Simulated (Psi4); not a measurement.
**B3LYP/cc-pCVQZ (density fitting, sweep point 7) run of COF2 (carbonyl fluoride)**

What is the vertical electron affinity of COF2 (carbonyl fluoride) at B3LYP/cc-pCVQZ (density fitting, sweep point 7)? 

The calculation is run with Psi4 1.11.

### Step 1. Starting point

COF2: 4 atoms, total charge 0, spin state singlet. SMILES: `O=C(F)F`. The shape is that of a GFN2-xTB optimisation.

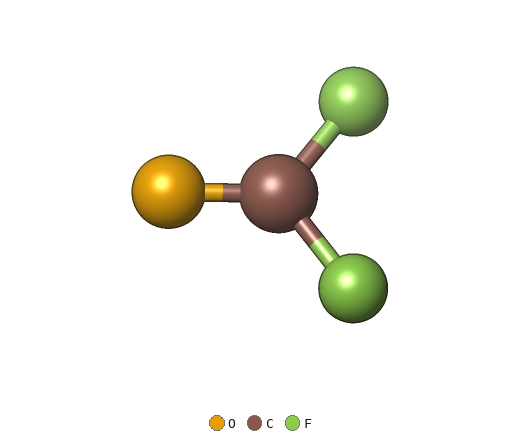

The structure, seen from a chosen angle (oxygen amber, carbon brown, fluorine green).

### Step 2. The energy at B3LYP/cc-pCVQZ (density fitting, sweep point 7)

Contents of calc.inp:

```
memory 1600 mb

molecule system {
  0 1
  O     -1.243810    -0.157330     0.153910
  C     -0.102510    -0.013170     0.012900
  F      0.851050    -0.823360     0.422470
  F      0.495270     0.993860    -0.589280
  symmetry c1
}

set reference rks
set puream true
set scf_type df
set dft_radial_points 99
set dft_spherical_points 590

e_tot, wfn = energy("b3lyp/cc-pCVQZ", return_wfn=True)
```

Started as:

```
$ psi4 -i calc.inp -o calc.out -n 1
```

calc.out:

```text
[...]
  Running in c1 symmetry.
[...]
  Nuclear repulsion =  120.047493605645485
[...]
  Multiplicity = 1
[...]
  Nalpha       = 16
  Nbeta        = 16
[...]
    Number of basis functions: 336
[...]
   @DF-RKS iter   1:  -313.00324628047798   -1.23491e-01   2.20020e-03 ADIIS/DIIS
[...]
   @DF-RKS iter   8:  -313.17122411774363   -3.22084e-08   1.28922e-07 DIIS
[...]
    Orbital Energies [Eh]
    ---------------------
    Doubly Occupied:
       1A    -24.761008     2A    -24.760801     3A    -19.185076
       4A    -10.441139     5A     -1.348255     6A     -1.275069
       7A     -1.134630     8A     -0.705963     9A     -0.637110
      10A     -0.591000    11A     -0.560667    12A     -0.492987
      13A     -0.491761    14A     -0.471399    15A     -0.419978
      16A     -0.375503
[...]
  @DF-RKS Final Energy:  -313.17122411774363
   => Energetics <=
    Nuclear Repulsion Energy =            120.0474936056454851
    One-Electron Energy =                -670.8620640046357266
    Two-Electron Energy =                 265.8940481521074162
    DFT Exchange-Correlation Energy =     -28.2507018708608442
    Empirical Dispersion Energy =           0.0000000000000000
    VV10 Nonlocal Energy =                  0.0000000000000000
    Total Energy =                       -313.1712241177436340
[...]
 Multipole Moments:
 ------------------------------------------------------------------------------------
     Multipole            Electronic (a.u.)      Nuclear  (a.u.)        Total (a.u.)
 ------------------------------------------------------------------------------------
 L = 1.  Multiply by 2.5417464519 to convert [e a0] to [Debye]
 Dipole X            :          1.5251119           -1.1490408            0.3760711
 Dipole Y            :          0.1922894           -0.1454939            0.0467955
 Dipole Z            :         -0.1883035            0.1423434           -0.0459601
 Magnitude           :                                                    0.3817481
[...]
```

Wall time 16 s (1 thread of Intel Xeon 6975P-C (Granite Rapids), shared host); peak memory 1.1 GiB.

### Step 3. The doublet anion, same level

Contents of input.inp:

```
memory 1600 MB

molecule {
  -1 2
  O     -1.243810    -0.157330     0.153910
  C     -0.102510    -0.013170     0.012900
  F      0.851050    -0.823360     0.422470
  F      0.495270     0.993860    -0.589280
  symmetry c1
}

set {
  basis cc-pCVQZ
  reference uks
  puream true
  scf_type df
  dft_radial_points 99
  dft_spherical_points 590
  maxiter 150
}

energy("b3lyp")
```

Started as:

```
$ psi4 -n 1 input.inp input.out
```

input.out:

```text
[...]
  Running in c1 symmetry.
[...]
  Nuclear repulsion =  120.047493605645485
[...]
  Multiplicity = 2
[...]
  Nalpha       = 17
  Nbeta        = 16
[...]
    Number of basis functions: 336
[...]
   @DF-UKS iter   1:  -312.80874186397159    7.10136e-02   2.63660e-03 DIIS/ADIIS
[...]
   @DF-UKS iter   9:  -313.08278436532947   -1.93699e-07   3.53577e-07 DIIS
[...]
   @S^2 Observed:                7.538167233E-01
[...]
    Orbital Energies [Eh]
    ---------------------
    Alpha Occupied:
       1A    -24.447546     2A    -24.447411     3A    -18.818952
       4A    -10.023954     5A     -1.035780     6A     -0.968789
       7A     -0.787377     8A     -0.402968     9A     -0.328294
      10A     -0.291102    11A     -0.252902    12A     -0.204212
      13A     -0.176348    14A     -0.176220    15A     -0.113629
      16A     -0.051176    17A      0.203215
    Alpha Virtual:
      18A      0.281858    19A      0.372585    20A      0.379729
      21A      0.398069    22A      0.491694    23A      0.542457
      24A      0.586911    25A      0.618160    26A      0.655697
[...]
  @DF-UKS Final Energy:  -313.08278436532947
   => Energetics <=
    Nuclear Repulsion Energy =            120.0474936056454851
    One-Electron Energy =                -681.0834701885846698
    Two-Electron Energy =                 276.5420357938147049
    DFT Exchange-Correlation Energy =     -28.5888435762050257
    Empirical Dispersion Energy =           0.0000000000000000
    VV10 Nonlocal Energy =                  0.0000000000000000
    Total Energy =                       -313.0827843653294735
[...]
 Multipole Moments:
 ------------------------------------------------------------------------------------
     Multipole            Electronic (a.u.)      Nuclear  (a.u.)        Total (a.u.)
 ------------------------------------------------------------------------------------
 L = 1.  Multiply by 2.5417464519 to convert [e a0] to [Debye]
 Dipole X            :          2.1363360           -1.1490408            0.9872952
 Dipole Y            :          0.2692030           -0.1454939            0.1237090
 Dipole Z            :         -0.2652137            0.1423434           -0.1228703
 Magnitude           :                                                    1.0025731
[...]
```

Run time: 26 s. Hardware: 1 thread of Intel Xeon 6975P-C (Granite Rapids), shared host; peak memory 1.1 GiB.

### Step 4. Outcome

At B3LYP/cc-pCVQZ (density fitting, sweep point 7):

| quantity | value |
| --- | --- |
| singlet COF2: total energy | -313.17122 Eh |
| singlet COF2: dipole moment | 0.97 D |
| singlet COF2: HOMO energy | -10.22 eV |
| singlet COF2: LUMO energy | -0.73 eV |
| singlet COF2: HOMO–LUMO gap | 9.49 eV |
| doublet anion: total energy | -313.08278 Eh |
| doublet anion: HOMO energy (highest over α and β) | 5.53 eV |
| doublet anion: LUMO energy (lowest over α and β) | 7.67 eV |
| doublet anion: ⟨S²⟩ | 0.754 |
| vertical electron affinity (to the doublet anion) | -2.407 eV |

In words: The anion lies 2.41 eV (232 kJ/mol) above the neutral: the electron isn't bound at this level, and such a value depends on the basis. Without diffuse functions anions come out too high. The HOMO (doublet anion) lies at positive energy, 5.53 eV; only total energies tell whether the electron is bound.
